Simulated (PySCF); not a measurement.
## A study: C$_{3}$H$_{6}$BrF, SMILES `CC(Br)CF`

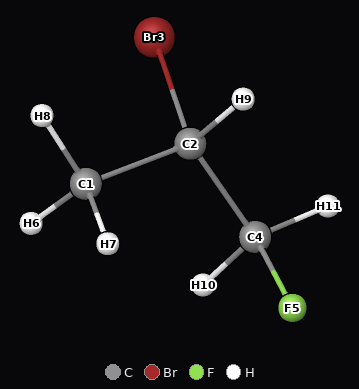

The molecule, with its atoms numbered as below. No frequency check shows the geometry to be a minimum.

Coordinates in Å:

```
C1       0.8357   -1.6912   -0.1397
C2       0.5267   -0.3028    0.3821
Br3     -1.3376    0.1761   -0.0091
C4       1.4012    0.7689   -0.2529
F5       2.7077    0.5620    0.1076
H6       0.6779   -1.7428   -1.2158
H7       1.8778   -1.9260    0.0723
H8       0.2037   -2.4346    0.3412
H9       0.6195   -0.2618    1.4698
H10      1.3563    0.7227   -1.3463
H11      1.1279    1.7716    0.0922
```

## 1. Bonding charge

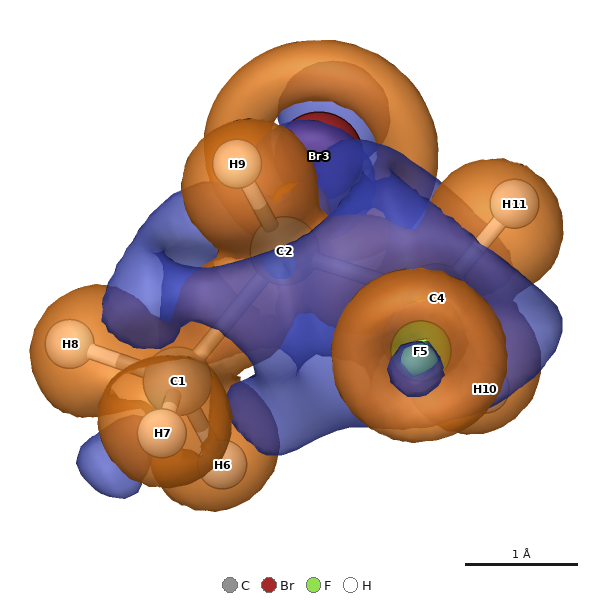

Deformation density (molecule less spherical, spin-averaged free atoms at the same positions), surfaces at ±0.06 e/Å³; orange: gain, blue: loss.

Method: PBE0/def2-SVP; geometry: GFN2-xTB; program: PySCF.

Q: How much density has each bond gained at its critical point, relative to the free atoms?

A: The five largest and four smallest: C4–H11: +0.77 e/Å³ at the bond critical point (bond length 1.09 Å, Mayer order 1.0). C4–H10: +0.77 e/Å³ at the bond critical point (bond length 1.09 Å, Mayer order 1.0). C2–H9: +0.74 e/Å³ at the bond critical point (bond length 1.09 Å, Mayer order 0.9). C1–H8: +0.69 e/Å³ at the bond critical point (bond length 1.09 Å, Mayer order 1.0). C1–H6: +0.68 e/Å³ at the bond critical point (bond length 1.09 Å, Mayer order 1.0). C2–C4: +0.53 e/Å³ at the bond critical point (bond length 1.52 Å, Mayer order 1.0). C1–C2: +0.46 e/Å³ at the bond critical point (bond length 1.51 Å, Mayer order 1.0). C2–Br3: +0.11 e/Å³ at the bond critical point (bond length 1.96 Å, Mayer order 1.0). C4–F5: −0.05 e/Å³ at the bond critical point (bond length 1.37 Å, Mayer order 1.0); up to 0.6 Å beside the axis the gain reaches +0.19 e/Å³. In all, 2.5 electrons gather in the regions of gain relative to the promolecule. A small or negative value marks a very polar bond, one between electron-rich atoms, whose free-atom densities already overlap strongly, a long bond to a heavier atom, or a closed-shell contact such as a hydrogen bond.

Q: Where do the Hirshfeld charges lie?

A: The highest Hirshfeld charge is on H7 (+0.05 e), the lowest on C1 (−0.12 e).

```csv
atom,charge (e)
C1,−0.12
C2,+0.01
Br3,−0.05
C4,+0.02
F5,−0.11
H6,+0.04
H7,+0.05
H8,+0.04
H9,+0.05
H10,+0.04
H11,+0.04
```

## 2. Local ionisation energy

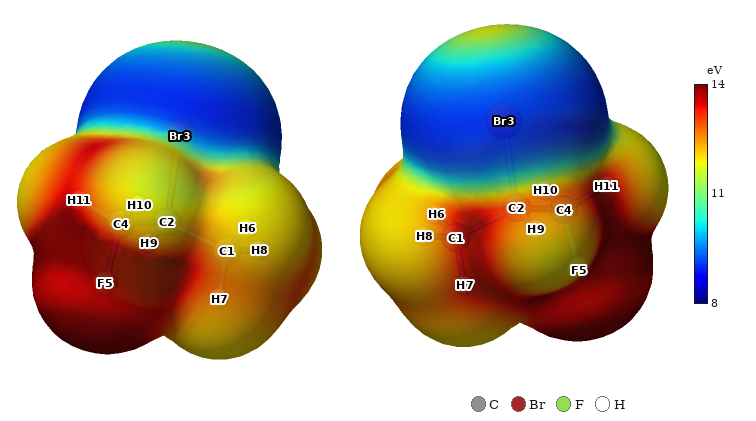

Average local ionisation energy on the surface of electron density 0.001 a.u. (back view left, front view right).

Q: Locate the minima of the map.

A: The lowest value is 8.9 eV, 2.3 Å from Br3. Further minima include 9.0 eV, 2.2 Å from Br3; 11.8 eV, 1.4 Å from H10; 11.8 eV, 1.3 Å from H9. For comparison, the highest occupied orbital lies at −8.0 eV.

Q: What volume does the surface enclose, and what is the dipole moment?

A: About 119 Å³; the dipole moment is 0.5 D.

## 3. Excited states

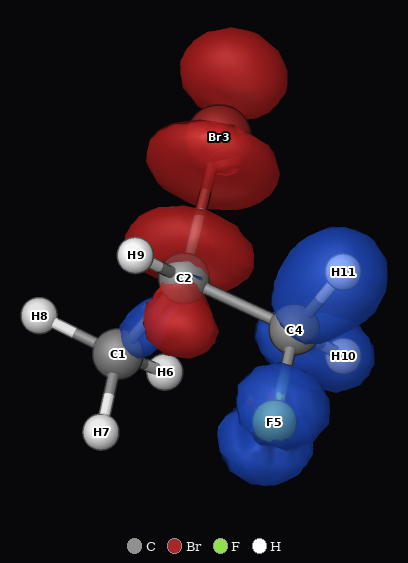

Unrelaxed difference density of S₃ less the ground state (TDA singlet states), ±0.06 e/Å³; red: gain, blue: loss.

Level of theory: B3LYP/def2-SVP (PySCF), at a geometry from GFN2-xTB. Without diffuse functions Rydberg states are missing, so the states' numbers hold for this basis only.

Q: How does the charge move on excitation?

A: 0.85 e is displaced in all, of which about 0.7 e passes between atoms: F5 (0.35 e) and C4 (0.16 e) lose electrons and Br3 (0.45 e) and C2 (0.24 e) gain them. The state: 8.03 eV (154 nm), f = 0.003, charge transfer, whose energy this functional puts too low; the leading pair carries 100 %; hole on F5 (39 %), C4 (22 %) and H11 (14 %), electron on Br3 (46 %), C2 (30 %) and C4 (6 %); their centroids lie 2.1 Å apart.

## 4. Removing or adding an electron

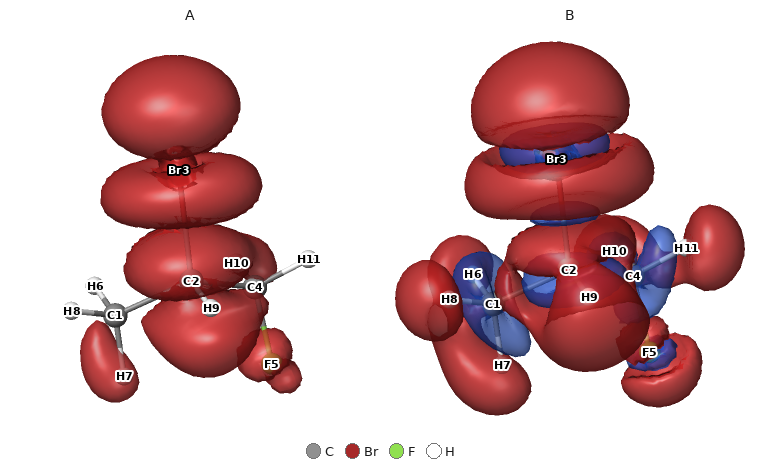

The Fukui function f⁺ from two separate SCF calculations and the density of the LUMO, at ±0.01 e/Å³ (red positive, blue negative).

Level of theory: PBE0/def2-SVP (PySCF), at a geometry from GFN2-xTB.

Q: Which panel is which, and how good is the frozen-orbital picture?

A: B is f⁺ (it has negative regions), A the LUMO density. The LUMO lies on Br3 (47 %), C2 (30 %) and C4 (5 %); f⁺ (Hirshfeld-condensed) is largest on Br3 (0.41); the vertical electron affinity is −2.05 eV (the stability of the anion's solution wasn't checked; negative, but this basis has no diffuse functions, so it doesn't show that the anion is unbound). Relaxation shifts 25 % of the electron between atoms. The orbital energy is −0.02 eV.
